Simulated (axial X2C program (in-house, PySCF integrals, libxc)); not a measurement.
**AsSi⁺: relativistic diatomic calculation**

- system: AsSi⁺. The reference is closed-shell AsSi⁺; the roots are vertical excitation energies. The distance is the PBE0 minimum at charge 1.
- method: EOM-EE-CCSD, two-component X2C with atomic mean-field Coulomb and Gaunt terms, As dyall-acv3z, Si dyall-av3z (cores contracted) (axial X2C program (in-house, PySCF integrals, libxc))

## Output
```
two-component X2C + atomic mean field  HF
basis functions 181  fitting functions 1007  grid points 5080
iter        total energy     max residual
   1      -2543.786468087     4.45e+00
   2      -2547.490291628     5.51e-02
   3      -2547.506089452     2.37e-02
   4      -2547.508279351     3.10e-03
   5      -2547.508396026     6.85e-04
   6      -2547.508425195     4.08e-04
   7      -2547.508440569     2.62e-04
   8      -2547.508448539     6.69e-05
   9      -2547.508449366     7.04e-06
  10      -2547.508449371     2.21e-06
  11      -2547.508449371     1.69e-06
converged
one-electron -3743.84869417  Coulomb 1195.01246642  exact exchange -102.80242051  xc functional 0.00000000  nuclear repulsion 104.97203583  atomic mean-field constant -0.84183694
correlated 8  virtual 268  natural virtual 88  E(MP2) -0.171452034  MP2 remainder -0.017425263
iter   CCSD correlation   residual
   1     -0.178304701   1.69e-01
   2     -0.190523448   9.03e-02
   3     -0.193021651   5.02e-02
   4     -0.194218707   3.47e-02
   5     -0.194891080   2.06e-02
   6     -0.194962821   8.90e-03
   7     -0.195090573   4.33e-03
   8     -0.195101531   2.09e-03
   9     -0.195101901   1.06e-03
  10     -0.195108660   4.80e-04
  11     -0.195113255   2.32e-04
  12     -0.195115634   1.09e-04
  13     -0.195116154   6.62e-05
  14     -0.195115982   4.36e-05
  15     -0.195116166   2.63e-05
  16     -0.195116304   1.59e-05
  17     -0.195116513   9.24e-06
  18     -0.195116569   5.29e-06
  19     -0.195116606   3.21e-06
  20     -0.195116639   2.00e-06
  21     -0.195116672   1.23e-06
  22     -0.195116695   6.33e-07
  23     -0.195116700   3.41e-07
(T) -0.011848151602637316  T1 0.0287  D1 0.0481  max T2 0.228
EOM-EE-CCSD roots
2*Omega      energy/Eh   energy/eV  one-particle weight
    0       0.07817909      2.1274      0.754
    0       0.07844448      2.1346      0.718
    0       0.08840432      2.4056      0.052
    0       0.09677354      2.6333      0.051
    0       0.09751359      2.6535      0.035
    2      -0.01022942     -0.2784      0.954
    2       0.02090050      0.5687      0.902
    2       0.08243956      2.2433      0.822
    2       0.09990852      2.7186      0.935
    4       0.00904009      0.2460      0.929
    4       0.01483030      0.4036      0.942
    4       0.09456553      2.5733      0.824
    6       0.13643225      3.7125      0.000
```

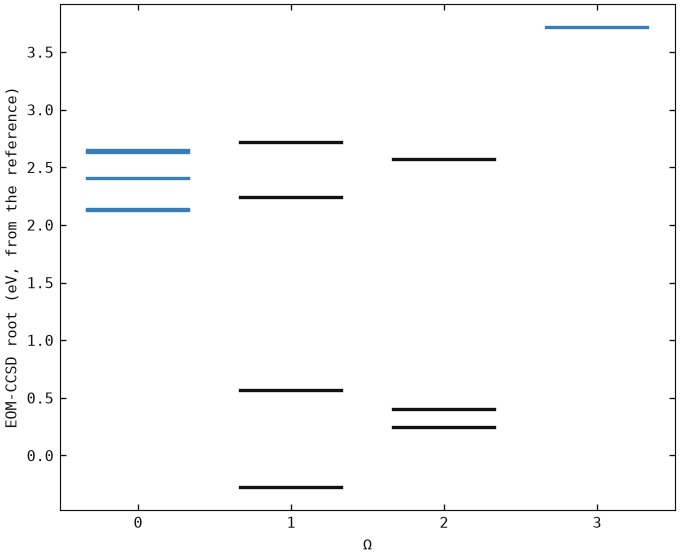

**Figure 1.** EOM-CCSD roots by Ω at 2.33 Å; roots whose one-particle weight is under 0.8 have the second colour. The lowest has Ω = 1 and lies at −0.278 eV, with one-particle weight 0.95. 6 of the 13 roots are less well described at this level.

## The input
```
{"zs": [33, 14], "q": 1, "bas": ["dyall-acv3z", "dyall-av3z"], "r0": 2.37, "eom": "ee", "thr": -2.0, "nmax": 88}
```

The line is the task of a batch: nuclear charges, charge, bases, a first guess of the distance and further settings. This report covers the levels named above. The log is that of the reference distance 2.329 Å.

The run was one of a batch that the task file lists, launched with:
```bash
python <driver script> task.json out
```

## Summary

- outcome: converged
- HF energy of the reference AsSi⁺: −2547.50845 hartree
- MP2 energy of the reference AsSi⁺: −2547.67990 hartree
- CCSD energy of the reference AsSi⁺ (with the MP2 share of the virtual spinors left out of the coupled-cluster step): −2547.72099 hartree
- CCSD(T) energy of the reference AsSi⁺: −2547.73284 hartree
- T1 diagnostic (spinor form; for a closed shell √2 times the usual value): 0.029
- hardware: 1 thread of Arm Neoverse V1, 24 GiB of memory available, shared host
- wall time: 22 s
- peak memory: 0.55 GiB
